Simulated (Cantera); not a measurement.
Charge: 1 mol BN, a varied amount of F2, at 1550 K and 0.100 bar.

Equilibrium computed with Cantera from the NASA thermochemical tables; the gas is ideal and each condensed phase is pure. Candidate condensed phases: B, BN; 13 gas species. The tables' values for BF2 are old estimates; treat these amounts as uncertain. Equilibrium is a limit: real reactors are often held back by kinetics, nucleation or transport.

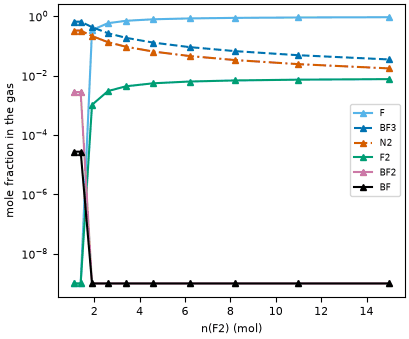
Figure: Equilibrium gas composition (values under 1e-9 drawn at 1e-9)

**Question.** Read off the mole fractions at 15 mol F2.

**Answer.** F about 0.94, BF3 about 0.035, N2 about 0.018, F2 about 0.0077.
